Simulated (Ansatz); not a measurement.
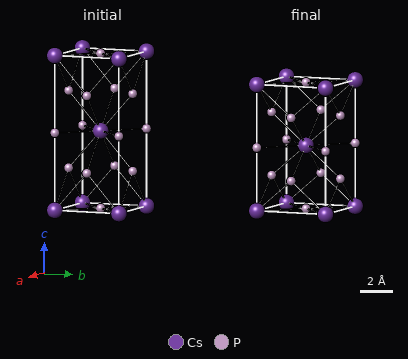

The structure of a crystal of CsP3 (built on the TiAl3 (D0_22)_139 type) before (left) and after (right) a relaxation, at one scale.

A ball-and-stick model of the conventional cell (2 times the calculation's cell), seen slightly off an axis. Lengths and directions refer to the drawn axes.

Case: TiAl3 (D0_22) type (I4/mmm, No. 139).

All numbers below come from DFT PBE, scalar-relativistic, plane waves, PAW (Ansatz 0.2.0).

The input:
```yaml
crystal:
  lattice:
    - [-2.2185250378, 2.2185250378, 4.9556663181]
    - [2.2185250378, -2.2185250378, 4.9556663181]
    - [2.2185250378, 2.2185250378, -4.9556663181]
  atoms:
    - { symbol: Cs, position: [0.0, 0.0, 0.0] }
    - { symbol: P, position: [0.5, 0.5, 0.0] }
    - { symbol: P, position: [0.25, 0.75, 0.5] }
    - { symbol: P, position: [0.75, 0.25, 0.5] }
basis:
  ecutwfc: 420
kpoints:
  mp_grid: { grid: [14, 14, 14] }
hamiltonian:
  xc: pbe
scf:
  occupations: { method: gaussian, width: 0.1 }
output:
  forces: true
  stress: true
  eigenvalues: true
relax:
  adjacent_minimum: "off"
  f_tol: 0.01
  max_steps: 80
  cell: { stress_tol: 0.05 }
```

Launched with:
```bash
ansatz run input.yaml --threads 1 --pin off --max-ram 2560MiB --backend cpu --events-out ev --progress --plain --runs-dir out
```

Q: Summarise the run.

A: No atom moves by more than 0.005 Å relative to the cell. The volume changes by −6.0 %, with a = b 4.437 → 4.761 Å (+7.3 %), c 9.911 → 8.090 Å (−18.4 %). Some distances before and after: Cs1–P2 3.137 → 3.366 Å, Cs1–P3 3.326 → 3.124 Å. Bond angles that change, for instance: Cs1–P4–Cs1 83.7° → 99.3°, Cs1–P4–Cs1 123.7° → 114.8°. The space group stays I4/mmm (No. 139). After 6 accepted moves (8 points after the start) the energy has fallen by 92.2 meV per atom. All forces vanish by symmetry, so only the cell relaxes. Pressure: −1.31 GPa at the start and 0.00 GPa at the end. At 2 points the geometry stayed and the basis and grid were re-selected for the new cell (energy shift of 0.6 meV per atom at most each time). Cost: 120 s on 1 thread of Intel(R) Xeon(R) 6975P-C (Granite Rapids), with other jobs on the host, peak memory 0.7 GiB.
